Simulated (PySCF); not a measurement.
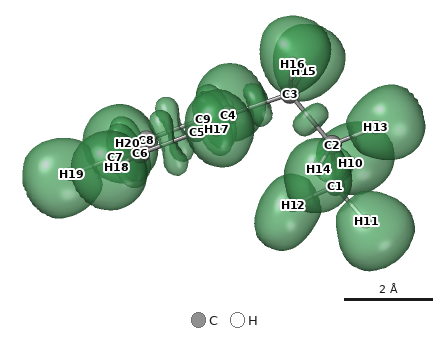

Figure. C9H12 (SMILES CCCc1ccccc1). Isosurface of the electron localisation function at 0.8 (green), seen from one side. Only the valence region is drawn (cores and ρ < 0.01 e/Å³ removed).

Geometry: GFN2-xTB.

Level of theory: PySCF, mPW1PW91/pcSseg-1, SCF density, in a chloroform solvent model, non-relativistic.

The calculation's input:

```
{"job": {"xc": "mPW1PW91", "basis": "pcSseg-1", "solvent": "chloroform", "kind": "nmr", "pop": true}, "charge": 0, "multiplicity": 1}
C     -2.227408     0.928233    -0.619705
C     -2.132510    -0.151154     0.450644
C     -1.070385    -1.206309     0.113501
C      0.307090    -0.608334     0.084083
C      0.958873    -0.297553     1.271670
C      2.211704     0.287469     1.259396
C      2.834135     0.570114     0.055144
C      2.196597     0.260966    -1.133555
C      0.941850    -0.323128    -1.117522
H     -2.482189     0.489777    -1.582392
H     -2.994027     1.655144    -0.360923
H     -1.277876     1.449361    -0.719869
H     -3.101120    -0.645552     0.555305
H     -1.886829     0.310705     1.409278
H     -1.303502    -1.650828    -0.856197
H     -1.107791    -1.995871     0.868149
H      0.478890    -0.520209     2.214507
H      2.705432     0.522854     2.191264
H      3.812632     1.027517     0.043846
H      2.677534     0.476090    -2.077045
H      0.449978    -0.562348    -2.050049
```

Command:

```sh
OMP_NUM_THREADS=1 python ens_run.py task.json out
```

Identify the bonds, lone pairs and shells in this picture.

Answer. The surface consists of nine regions between bonded C–C atoms (shared pairs) and twelve regions around hydrogen nuclei. Profiles from the grid: C–C (1.38 Å): the ELF peaks at about 0.95 between the atoms; localised, covalent bonding. C–H (1.08 Å): the ELF climbs to about 1 towards the hydrogen, as it does in any bond to H: a covalent bond by its length.
